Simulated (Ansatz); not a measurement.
# Cl$_{2}$H$_{3}$O$_{3}$Ta···H (doublet): what the fields show

```xyz
10

Ta   -0.0573   -0.0072   -0.0037
Cl    2.3615    0.2354   -0.0287
O    -0.1116   -0.2332    1.9000
H    -0.4393   -0.8974    2.5308
O    -0.1893   -0.1825   -1.8952
H    -0.5336   -0.7589   -2.5987
O    -0.9848    1.6507    0.0584
H    -1.1983    2.0163    0.9391
Cl   -1.2882   -2.0614    0.0145
H     4.9311    0.0849   -0.0333
```

Core potentials replace the inner electrons of Ta; not at a stationary point (largest force 1.3 eV/Å).

Theory: Ansatz 0.2.0, UKS PBE/def2-SVP.

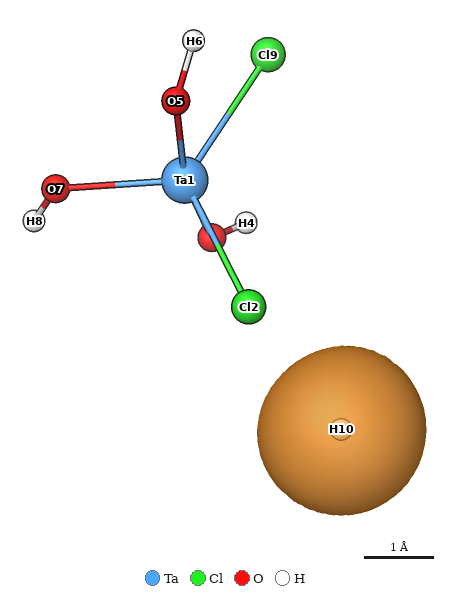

Figure 1. Isosurfaces of the spin density (α minus β) at +0.02 (orange) and −0.02 e/Å³ (purple), seen at an oblique angle.

Question: Describe the spin distribution.

Answer: The unpaired spin (1 electron) lies mostly on H10 (about 0.9), in electrons by Hirshfeld's partition. Only one sign reaches the isovalue.

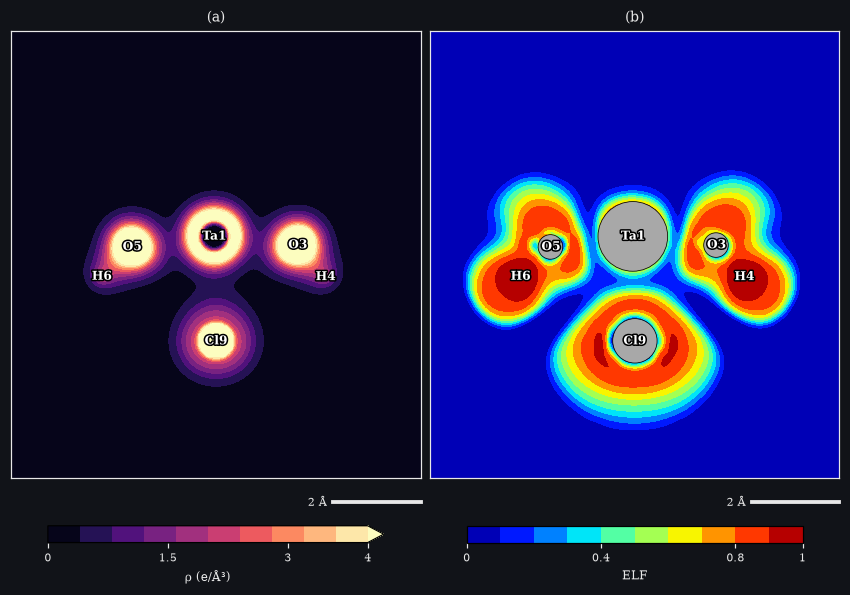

Figure 2. (a) electron density; (b) ELF on the plane of atoms O5, Ta1 and Cl9. Grey discs cover the atomic cores in the ELF map.

Question: What do the fields say about this system?

Answer: The section cuts through Ta, O, H and Cl sites. Ta–O (1.92 Å): the density is about 0.99 e/Å³ at the midpoint; the ELF peaks at about 0.80 in the valence shell of O, 0.6 Å from its nucleus, and drops to about 0.25 between the two atoms. Ta–Cl (2.39 Å): the density is about 0.56 e/Å³ at the midpoint; the ELF peaks at about 0.85 in the valence shell of Cl, 0.8 Å from its nucleus, and is about 0.40 at the midpoint. O–H (0.97 Å): the density is about 3.6 e/Å³ at the midpoint; the ELF climbs to about 1 towards the hydrogen, as it does in any bond to H: a covalent bond by its length.

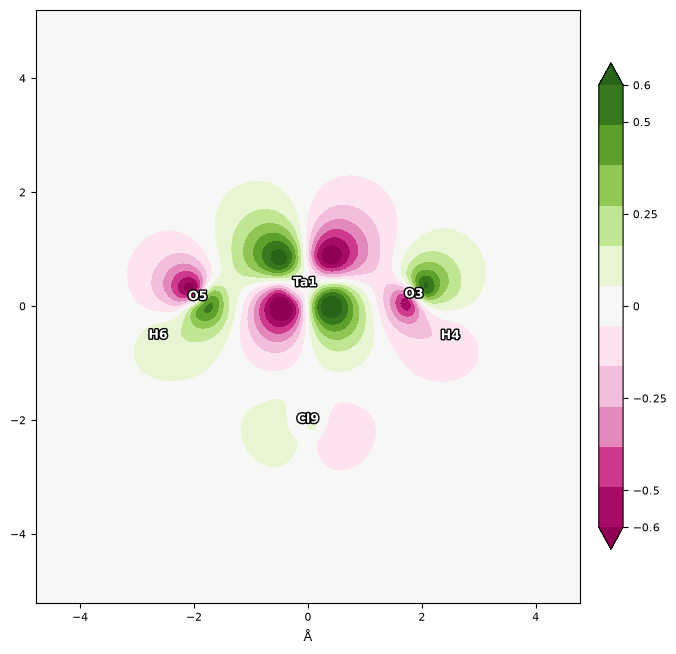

Figure 3. The LUMO (β) on the plane of atoms O5, Ta1 and Cl9 (values in Å⁻³ᐟ²; the overall sign is arbitrary).

Question: Describe this orbital and give its energy.

Answer: Its weight (Hirshfeld) is mainly on Ta1 (about 65 %), O5 (about 10 %) and O3 (about 10 %). Its energy is −2.54 eV.
